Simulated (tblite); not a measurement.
**C$_{7}$H$_{11}$BSi: geometry relaxation (part 2 of 2)**

Continued. System: C$_{7}$H$_{11}$BSi. Method: GFN2-xTB geometry optimisation, gas phase (tblite 0.8.0). It belongs to a series of runs on one base structure; here: constitutional isomer.

Geometry of the input (Å):
```
C  3.7522  0.4289  -1.7694
C  3.3475  0.0864  -0.6935
B  2.8586  -0.3658  0.6982
Si 1.1031  0.2190  1.3036
C  -0.2010  -0.3841  0.1063
C  -0.3613  0.4902  -1.1413
C  -1.4074  0.5380  -0.0418
C  -2.6806  -0.1750  -0.3618
C  -3.3704  -0.8204  0.5837
H  4.0822  0.7381  -2.7169
H  3.5088  -1.0737  1.3654
H  0.8316  -0.3670  2.6396
H  1.0770  1.6808  1.4110
H  -0.3664  -1.4665  -0.0843
H  0.2844  1.4040  -1.1809
H  -0.6407  -0.0705  -2.0425
H  -1.4259  1.4596  0.5863
H  -3.0791  -0.1522  -1.3788
H  -3.0150  -0.8461  1.6123
H  -4.3027  -1.3127  0.3423
```

**Trajectory as extended XYZ, continued**
```
20
Properties=species:S:1:pos:R:3:forces:R:3 step=53 energy=-636.81112
C     3.7736    0.4390   -1.6988    0.0150  -0.0030  -0.0100
C     3.4632    0.0383   -0.6014    0.0330  -0.0150  -0.0200
B     2.9835   -0.4300    0.7295   -0.0220   0.0340   0.0070
Si    1.1632    0.0838    1.2571   -0.0260   0.0400  -0.0240
C    -0.0765   -0.3060   -0.1189    0.0670   0.0180  -0.0540
C    -0.4377    0.6589   -1.2104   -0.0230  -0.0180   0.0520
C    -1.4120    0.4105   -0.1015    0.0210  -0.0140   0.0010
C    -2.6133   -0.4112   -0.2706   -0.0140  -0.0410  -0.0440
C    -3.4907   -0.5859    0.7033   -0.0690   0.0400   0.0180
H     4.0556    0.7810   -2.6527    0.0210   0.0020  -0.0070
H     3.6863   -1.0827    1.4040    0.0160   0.0120  -0.0390
H     0.6280   -0.5920    2.4579    0.0000   0.0170   0.0000
H     0.9832    1.5293    1.5163    0.0570  -0.0150   0.0260
H    -0.1370   -1.3499   -0.4155   -0.0020   0.0350   0.0200
H     0.0440    1.6265   -1.2494    0.0270  -0.0690   0.0590
H    -0.6578    0.2540   -2.1900   -0.0170   0.0100   0.0450
H    -1.5195    1.1883    0.6451    0.0410   0.0100  -0.0100
H    -2.7192   -0.9335   -1.2139    0.0000   0.0120   0.0190
H    -3.3709   -0.0892    1.6535   -0.0500  -0.0080  -0.0410
H    -4.3513   -1.2186    0.5940   -0.0740  -0.0490   0.0020
20
Properties=species:S:1:pos:R:3:forces:R:3 step=58 energy=-636.81817
C     3.7783    0.4427   -1.6991    0.0450  -0.0070  -0.0340
C     3.4730    0.0388   -0.6017   -0.0190   0.0240  -0.0200
B     2.9865   -0.4230    0.7287    0.0400  -0.0210  -0.0250
Si    1.1631    0.0809    1.2501    0.0630  -0.0290   0.0260
C    -0.0623   -0.3026   -0.1356   -0.0660  -0.0500   0.0740
C    -0.4470    0.6665   -1.2066    0.0110  -0.0120  -0.0190
C    -1.4109    0.3937   -0.0958   -0.0290   0.0010   0.0310
C    -2.6114   -0.4343   -0.2564    0.0150  -0.0090  -0.0400
C    -3.5183   -0.5656    0.6981   -0.0440  -0.0120   0.0560
H     4.0717    0.7784   -2.6516    0.0160   0.0080  -0.0170
H     3.7007   -1.0741    1.3917   -0.0080   0.0040   0.0200
H     0.6143   -0.6044    2.4407    0.0120   0.0280  -0.0120
H     1.0079    1.5219    1.5263    0.0060   0.0530   0.0270
H    -0.1157   -1.3409   -0.4421    0.0070  -0.0730   0.0070
H     0.0367    1.6304   -1.2221    0.0000   0.0580  -0.0190
H    -0.6669    0.2734   -2.1890   -0.0140   0.0140  -0.0150
H    -1.5116    1.1732    0.6505   -0.0100  -0.0330   0.0220
H    -2.7009   -0.9984   -1.1773    0.0430   0.0320   0.0060
H    -3.4210   -0.0303    1.6304   -0.0690  -0.0210  -0.0590
H    -4.3712   -1.2156    0.5985    0.0020   0.0440  -0.0070
20
Properties=species:S:1:pos:R:3:forces:R:3 step=62 energy=-636.82510
C     3.8005    0.4455   -1.7141    0.0440  -0.0120  -0.0150
C     3.4795    0.0463   -0.6197    0.0220   0.0050  -0.0170
B     2.9979   -0.4174    0.7106   -0.0320  -0.0110   0.0090
Si    1.1754    0.0719    1.2414   -0.0810   0.0700  -0.0400
C    -0.0679   -0.3191   -0.1348    0.0580   0.0080  -0.0200
C    -0.4521    0.6710   -1.1925   -0.0100  -0.0220   0.0950
C    -1.4125    0.3802   -0.0762    0.0090  -0.0110   0.0070
C    -2.6090   -0.4538   -0.2368    0.0310   0.0390  -0.0320
C    -3.5553   -0.5511    0.6830    0.0050   0.0210  -0.0210
H     4.1086    0.7779   -2.6619    0.0120   0.0250  -0.0550
H     3.7121   -1.0564    1.3820    0.0450  -0.0220   0.0190
H     0.6108   -0.6013    2.4292    0.0440   0.0000   0.0240
H     1.0231    1.5202    1.5230    0.0150  -0.0600  -0.0120
H    -0.1132   -1.3568   -0.4533   -0.0190   0.0230   0.0310
H     0.0466    1.6322   -1.1825   -0.1060  -0.0550  -0.0410
H    -0.6883    0.3109   -2.1866    0.0360   0.0030   0.0950
H    -1.5024    1.1453    0.6848   -0.0470  -0.0020   0.0260
H    -2.6538   -1.0591   -1.1299    0.0260  -0.0650  -0.0960
H    -3.5116    0.0431    1.5769   -0.0260   0.0520   0.1270
H    -4.3936   -1.2187    0.5950   -0.0250   0.0130  -0.0850
20
Properties=species:S:1:pos:R:3:forces:R:3 step=67 energy=-636.83854
C     3.8550    0.4378   -1.7412   -0.0370   0.0270   0.0150
C     3.4950    0.0593   -0.6504    0.0250  -0.0320  -0.0250
B     3.0089   -0.4118    0.6809    0.0560   0.0280  -0.0240
Si    1.1881    0.0793    1.2357    0.1230  -0.0910   0.0930
C    -0.0674   -0.3369   -0.1095   -0.0350   0.0270   0.0350
C    -0.4620    0.6578   -1.1486   -0.0640   0.0600  -0.1110
C    -1.4153    0.3548   -0.0331   -0.0550   0.0840  -0.0160
C    -2.6142   -0.4645   -0.2243    0.0250  -0.0840   0.0220
C    -3.6073   -0.5300    0.6489   -0.0230  -0.0290  -0.0110
H     4.1556    0.7814   -2.6907    0.0120  -0.0320   0.0480
H     3.7429   -1.0380    1.3509   -0.0470   0.0170  -0.0280
H     0.6308   -0.5807    2.4357    0.0770  -0.0020   0.0280
H     1.0656    1.5234    1.5245   -0.0300   0.0290  -0.0300
H    -0.1154   -1.3714   -0.4350    0.0170   0.0080   0.0380
H     0.0102    1.6266   -1.1452    0.0580   0.0840   0.0370
H    -0.6957    0.3133   -2.1440   -0.0480  -0.0980  -0.0530
H    -1.5139    1.1265    0.7210   -0.0220  -0.0650   0.0610
H    -2.6110   -1.0981   -1.1022   -0.0360  -0.0130  -0.0210
H    -3.6116    0.0803    1.5365   -0.0050   0.0150   0.0090
H    -4.4434   -1.1986    0.5277    0.0090   0.0670  -0.0650
20
Properties=species:S:1:pos:R:3:forces:R:3 step=71 energy=-636.85351
C     3.9118    0.4393   -1.7789   -0.0540   0.0220  -0.0150
C     3.5221    0.0659   -0.6975   -0.0120  -0.0140   0.0100
B     3.0304   -0.3952    0.6325    0.0160  -0.0070   0.0450
Si    1.2265    0.0794    1.2421   -0.0380   0.0650  -0.0180
C    -0.0770   -0.3430   -0.0599    0.0150   0.0310  -0.0160
C    -0.4827    0.6467   -1.1057    0.0070   0.0070   0.0560
C    -1.4280    0.3385    0.0199   -0.0050  -0.0440  -0.0180
C    -2.6188   -0.4834   -0.2039    0.0010   0.0250  -0.0740
C    -3.6697   -0.5132    0.5979   -0.0710  -0.0240   0.0440
H     4.2262    0.7753   -2.7242    0.0420  -0.0030  -0.0200
H     3.7658   -1.0106    1.3036    0.0540  -0.0560   0.0270
H     0.6904   -0.5442    2.4669    0.1000  -0.0580   0.0640
H     1.1188    1.5300    1.5163   -0.0320   0.0150  -0.0330
H    -0.1225   -1.3815   -0.3748    0.0200   0.0270   0.0020
H    -0.0103    1.6180   -1.0974    0.0030  -0.0070  -0.0360
H    -0.7140    0.2830   -2.0985   -0.0480   0.0340   0.0590
H    -1.5452    1.0891    0.7932    0.0280  -0.0010  -0.0480
H    -2.5927   -1.1204   -1.0788    0.0260  -0.0260  -0.0210
H    -3.7318    0.0988    1.4828    0.0110   0.0060  -0.0270
H    -4.5047   -1.1620    0.4019   -0.0630   0.0080   0.0190
20
Properties=species:S:1:pos:R:3:forces:R:3 step=75 energy=-636.86231
C     3.9176    0.4431   -1.7936   -0.0130  -0.0050   0.0040
C     3.5311    0.0620   -0.7128   -0.0110   0.0060   0.0290
B     3.0431   -0.3907    0.6254   -0.0040  -0.0070  -0.0100
Si    1.2354    0.0893    1.2456    0.0630  -0.0300   0.0380
C    -0.0798   -0.3427   -0.0420    0.0020  -0.0370   0.0400
C    -0.4913    0.6463   -1.0836    0.0020  -0.0170  -0.0300
C    -1.4359    0.3276    0.0376   -0.0030   0.0330   0.0180
C    -2.6297   -0.4861   -0.2087   -0.0010  -0.0500   0.0460
C    -3.6953   -0.5126    0.5777    0.0280   0.0140  -0.0890
H     4.2569    0.7727   -2.7353   -0.0230  -0.0230   0.0580
H     3.7821   -1.0138    1.2929   -0.0170   0.0100  -0.0280
H     0.7484   -0.5451    2.4934    0.0850   0.0190  -0.0500
H     1.1190    1.5416    1.5006   -0.0330   0.0120  -0.0040
H    -0.1226   -1.3806   -0.3546    0.0440  -0.0180  -0.0270
H    -0.0175    1.6165   -1.0871   -0.0220   0.0050  -0.0060
H    -0.7374    0.2771   -2.0686   -0.0030   0.0270  -0.0420
H    -1.5494    1.0775    0.8091   -0.0420   0.0280   0.0270
H    -2.5776   -1.1309   -1.0789   -0.0350   0.0220   0.0150
H    -3.7631    0.1053    1.4584   -0.0120  -0.0100  -0.0320
H    -4.5392   -1.1457    0.3619   -0.0020   0.0190   0.0400
20
Properties=species:S:1:pos:R:3:forces:R:3 step=80 energy=-636.86785
C     3.9265    0.4449   -1.8035    0.0260  -0.0200   0.0180
C     3.5392    0.0651   -0.7232    0.0050   0.0040  -0.0010
B     3.0560   -0.3886    0.6129    0.0020   0.0050   0.0060
Si    1.2582    0.0926    1.2451   -0.0300   0.0170  -0.0440
C    -0.0786   -0.3468   -0.0232    0.0000   0.0210  -0.0330
C    -0.5038    0.6444   -1.0612   -0.0010  -0.0050   0.0110
C    -1.4411    0.3131    0.0645    0.0090  -0.0500  -0.0090
C    -2.6304   -0.5062   -0.1964   -0.0360   0.0030  -0.0020
C    -3.7274   -0.4949    0.5450    0.0130   0.0050   0.0150
H     4.2895    0.7646   -2.7374   -0.0280   0.0150  -0.0240
H     3.8010   -1.0103    1.2723   -0.0040  -0.0170   0.0030
H     0.8173   -0.5450    2.5015    0.0130  -0.0070   0.0240
H     1.1208    1.5453    1.4878   -0.0100   0.0020   0.0120
H    -0.1046   -1.3824   -0.3495    0.0000   0.0110   0.0160
H    -0.0379    1.6185   -1.0671   -0.0210   0.0090   0.0300
H    -0.7589    0.2866   -2.0490    0.0170  -0.0160  -0.0040
H    -1.5699    1.0602    0.8391    0.0070  -0.0290  -0.0200
H    -2.5664   -1.1690   -1.0532    0.0190   0.0430   0.0410
H    -3.8208    0.1399    1.4116    0.0110   0.0140  -0.0360
H    -4.5738   -1.1214    0.3216    0.0080  -0.0040  -0.0030
20
Properties=species:S:1:pos:R:3:forces:R:3 step=84 energy=-636.86967
C     3.9393    0.4410   -1.8043    0.0090   0.0110  -0.0190
C     3.5436    0.0677   -0.7250    0.0230  -0.0060  -0.0030
B     3.0605   -0.3872    0.6102    0.0050   0.0060  -0.0030
Si    1.2608    0.0944    1.2367    0.0190  -0.0060   0.0510
C    -0.0761   -0.3493   -0.0269    0.0020  -0.0080   0.0280
C    -0.5115    0.6460   -1.0545    0.0070  -0.0040  -0.0140
C    -1.4417    0.2993    0.0728   -0.0050   0.0290  -0.0130
C    -2.6317   -0.5153   -0.1885   -0.0110  -0.0080   0.0100
C    -3.7387   -0.4833    0.5371    0.0160  -0.0210  -0.0270
H     4.2919    0.7660   -2.7408   -0.0180   0.0010  -0.0070
H     3.8059   -1.0113    1.2673   -0.0190  -0.0100   0.0070
H     0.8403   -0.5481    2.5003   -0.0060   0.0070  -0.0100
H     1.1179    1.5451    1.4875   -0.0100   0.0020   0.0010
H    -0.0955   -1.3838   -0.3549   -0.0050   0.0030  -0.0090
H    -0.0539    1.6241   -1.0482   -0.0180   0.0070  -0.0010
H    -0.7635    0.2930   -2.0446    0.0060   0.0020  -0.0080
H    -1.5738    1.0448    0.8470    0.0250  -0.0070   0.0210
H    -2.5527   -1.1905   -1.0324   -0.0240  -0.0090   0.0140
H    -3.8446    0.1718    1.3862    0.0200   0.0090  -0.0190
H    -4.5817   -1.1135    0.3125   -0.0170   0.0020   0.0000
20
Properties=species:S:1:pos:R:3:forces:R:3 step=89 energy=-636.87090
C     3.9454    0.4420   -1.8055   -0.0130   0.0020  -0.0010
C     3.5542    0.0681   -0.7245    0.0060   0.0040  -0.0020
B     3.0668   -0.3855    0.6102    0.0080   0.0010  -0.0090
Si    1.2667    0.0953    1.2392   -0.0050  -0.0060  -0.0310
C    -0.0712   -0.3474   -0.0276   -0.0070   0.0060  -0.0100
C    -0.5150    0.6485   -1.0528   -0.0010   0.0040   0.0220
C    -1.4421    0.2918    0.0741    0.0100  -0.0300   0.0170
C    -2.6314   -0.5264   -0.1827   -0.0170  -0.0030  -0.0030
C    -3.7458   -0.4765    0.5306    0.0140   0.0090  -0.0130
H     4.2864    0.7673   -2.7462   -0.0030  -0.0010  -0.0010
H     3.8046   -1.0183    1.2681   -0.0110  -0.0040   0.0000
H     0.8504   -0.5545    2.4983   -0.0170  -0.0020   0.0150
H     1.1141    1.5440    1.4921   -0.0030   0.0090   0.0080
H    -0.0843   -1.3793   -0.3651    0.0010   0.0060   0.0070
H    -0.0730    1.6334   -1.0404    0.0120   0.0070  -0.0060
H    -0.7621    0.2991   -2.0458    0.0010  -0.0070   0.0120
H    -1.5704    1.0315    0.8549   -0.0020   0.0060  -0.0040
H    -2.5530   -1.2175   -1.0132    0.0150  -0.0080  -0.0020
H    -3.8530    0.1995    1.3630    0.0000  -0.0030  -0.0020
H    -4.5923   -1.1046    0.3109    0.0120   0.0120   0.0050
20
Properties=species:S:1:pos:R:3:forces:R:3 step=93 energy=-636.87121
C     3.9472    0.4430   -1.8082   -0.0100   0.0030  -0.0020
C     3.5586    0.0694   -0.7262    0.0010   0.0020   0.0000
B     3.0694   -0.3846    0.6074   -0.0090   0.0000   0.0050
Si    1.2683    0.0948    1.2366    0.0000   0.0100   0.0150
C    -0.0704   -0.3483   -0.0276    0.0090  -0.0010   0.0040
C    -0.5172    0.6500   -1.0485    0.0040  -0.0020  -0.0030
C    -1.4416    0.2861    0.0790    0.0000   0.0140  -0.0090
C    -2.6312   -0.5308   -0.1808    0.0020  -0.0030   0.0130
C    -3.7489   -0.4715    0.5261    0.0100   0.0020  -0.0090
H     4.2876    0.7677   -2.7492   -0.0010   0.0010  -0.0050
H     3.8032   -1.0192    1.2676   -0.0010  -0.0050  -0.0040
H     0.8512   -0.5547    2.4976   -0.0040   0.0050  -0.0090
H     1.1145    1.5440    1.4940    0.0010  -0.0120  -0.0020
H    -0.0817   -1.3791   -0.3673    0.0040  -0.0050  -0.0020
H    -0.0762    1.6358   -1.0359    0.0000  -0.0080   0.0030
H    -0.7636    0.3011   -2.0418   -0.0060  -0.0010   0.0060
H    -1.5705    1.0262    0.8594   -0.0060  -0.0050   0.0030
H    -2.5489   -1.2299   -1.0045    0.0120   0.0040   0.0030
H    -3.8603    0.2107    1.3528    0.0080  -0.0010  -0.0070
H    -4.5946   -1.0999    0.3071   -0.0110   0.0020  -0.0010
20
Properties=species:S:1:pos:R:3:forces:R:3 step=98 energy=-636.87142
C     3.9461    0.4449   -1.8111    0.0000   0.0010   0.0000
C     3.5612    0.0719   -0.7275   -0.0110   0.0010   0.0000
B     3.0702   -0.3838    0.6055    0.0040   0.0010  -0.0030
Si    1.2698    0.0947    1.2366    0.0040  -0.0060   0.0030
C    -0.0685   -0.3495   -0.0269   -0.0020  -0.0020   0.0020
C    -0.5180    0.6506   -1.0444   -0.0040  -0.0010  -0.0010
C    -1.4406    0.2831    0.0831    0.0010  -0.0060   0.0060
C    -2.6286   -0.5360   -0.1764    0.0050  -0.0020  -0.0090
C    -3.7520   -0.4671    0.5201   -0.0040  -0.0040   0.0010
H     4.2889    0.7672   -2.7525   -0.0090  -0.0010   0.0060
H     3.8031   -1.0216    1.2639   -0.0020  -0.0030  -0.0050
H     0.8510   -0.5546    2.4964   -0.0020   0.0000   0.0020
H     1.1127    1.5423    1.4926    0.0020   0.0130   0.0050
H    -0.0784   -1.3794   -0.3701    0.0030   0.0020   0.0050
H    -0.0789    1.6370   -1.0287    0.0040   0.0000  -0.0040
H    -0.7666    0.3040   -2.0374   -0.0030  -0.0010  -0.0080
H    -1.5715    1.0209    0.8652    0.0030   0.0010   0.0040
H    -2.5396   -1.2428   -0.9924    0.0050  -0.0030  -0.0040
H    -3.8664    0.2242    1.3385    0.0010   0.0070   0.0050
H    -4.5989   -1.0952    0.3033    0.0070   0.0050  -0.0060
20
Properties=species:S:1:pos:R:3:forces:R:3 step=102 energy=-636.87159
C     3.9423    0.4459   -1.8111   -0.0060   0.0000   0.0020
C     3.5577    0.0733   -0.7272    0.0000  -0.0010   0.0030
B     3.0700   -0.3835    0.6065   -0.0080  -0.0040  -0.0010
Si    1.2706    0.0972    1.2389    0.0020   0.0040   0.0080
C    -0.0662   -0.3485   -0.0260    0.0060  -0.0010  -0.0010
C    -0.5184    0.6493   -1.0445    0.0000   0.0030   0.0020
C    -1.4391    0.2809    0.0847    0.0010   0.0010  -0.0030
C    -2.6261   -0.5386   -0.1770    0.0000   0.0030  -0.0060
C    -3.7502   -0.4661    0.5180    0.0010   0.0020  -0.0010
H     4.2819    0.7679   -2.7535   -0.0060   0.0020   0.0010
H     3.8006   -1.0274    1.2615    0.0010   0.0010  -0.0080
H     0.8483   -0.5544    2.4966    0.0020   0.0020   0.0020
H     1.1149    1.5452    1.4980    0.0000  -0.0030  -0.0010
H    -0.0734   -1.3784   -0.3684    0.0000  -0.0080   0.0050
H    -0.0798    1.6359   -1.0310   -0.0010   0.0030  -0.0030
H    -0.7690    0.3012   -2.0369    0.0040   0.0010   0.0040
H    -1.5724    1.0186    0.8667    0.0090  -0.0010  -0.0010
H    -2.5353   -1.2447   -0.9935   -0.0040  -0.0020   0.0020
H    -3.8610    0.2261    1.3363   -0.0070   0.0010  -0.0010
H    -4.6002   -1.0892    0.2996    0.0050  -0.0040  -0.0020
```

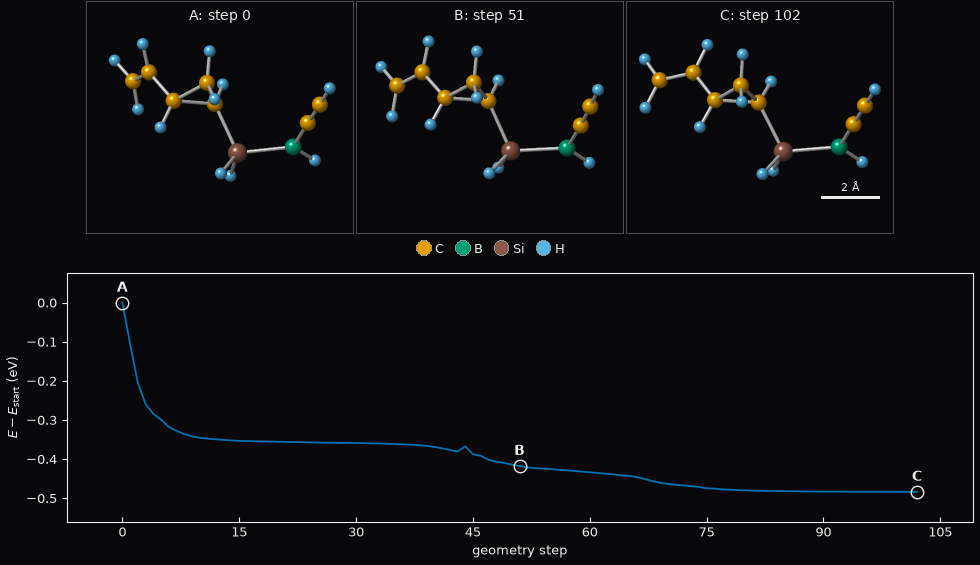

Frames of the relaxation (ball-and-stick view, seen at a tilt) above the curves, on which the letters mark them (steps are counted from 0).

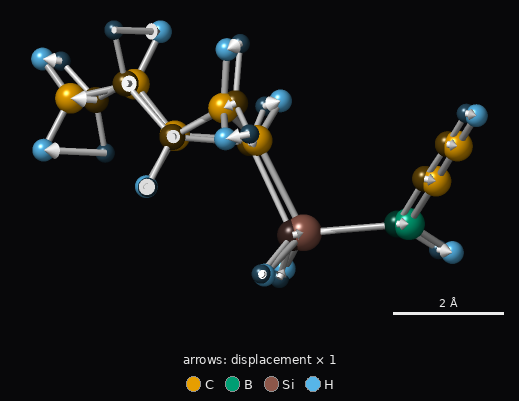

Start (faint) and end (solid) with the displacements as white arrows, at true length (ball-and-stick view, seen at a tilt). The two geometries are laid on each other by the best rigid fit. The energy falls by 0.484 eV in 102 geometry steps. The largest force component goes from 2 to 0.009 eV/Å. H19 moves most after the best rigid fit: 1.40 Å. By element the largest moves are H 1.40 Å, C 0.52 Å, B 0.23 Å, Si 0.20 Å. Among the contacts that change: C2–B3 1.543 → 1.492 Å, C6–H15 1.120 → 1.080 Å, C5–C6 1.532 → 1.496 Å, C7–C8 1.494 → 1.466 Å. Among the angles that change: H15–C6–H16 122.3° → 113.6°, Si4–C5–C6 114.2° → 120.7°, B3–Si4–H12 109.0° → 115.3°. (Atoms are counted from 1 in the order of the input.)

**Results in brief**

| quantity | value |
| --- | --- |
| outcome | converged |
| total energy | −636.8716 eV |
| hardware | 1 CPU thread, shared host |
| wall time | 0.91 s |
| peak memory | 0.18 GiB |
